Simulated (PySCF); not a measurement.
Vertical excitations of a molecule C3H8O2Si from TDDFT-CAM-B3LYP/def2-SVPD (PySCF), as energy in eV (oscillator strength): 7.09 (0.002), 7.11 (0.003), 7.50 (0.033), 7.89 (0.040), 8.10 (0.019), 8.27 (0.013), 8.36 (0.021), 8.41 (0.019), 8.51 (0.019), 8.57 (0.015). Lowest triplet (TDA): 6.74 eV. Coordinates come from a PBE0-D3(BJ)/def2-SVP optimisation. The values are those of a single conformer.

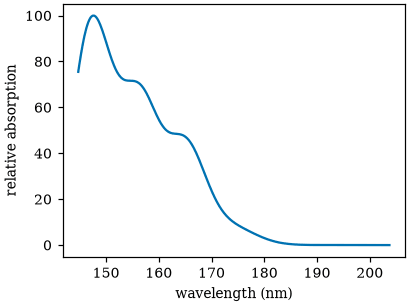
Figure: The lines broadened by 0.4 eV.

Question: Identify the compound among the candidates.
A) O[SiH2][C@H]1CCO1
B) COC(=O)C[SiH3]
C) O[C@H]1CO[SiH2]C1
D) C=C[Si](C)(O)O

Answer: C, O[C@H]1CO[SiH2]C1
